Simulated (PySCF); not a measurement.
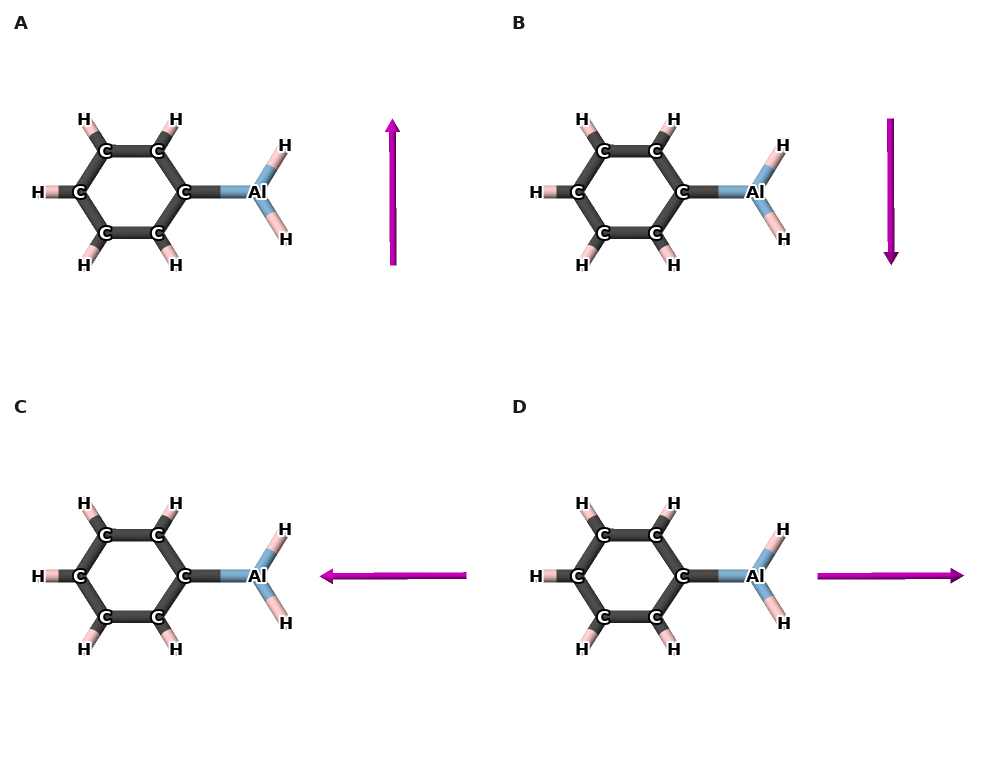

The same molecule four times, each with an arrow. The computed structure is the end point of a PBE0-D3(BJ)/def2-SVP optimisation. No frequency run is at hand to confirm it as a minimum. Level of theory: PBE0/pcSseg-1 in dichloromethane (IEF-PCM) (PySCF 2.14.0).

### Which arrow points along the dipole moment, from the negative to the positive end?

C. The dipole moment is 1.10 D.
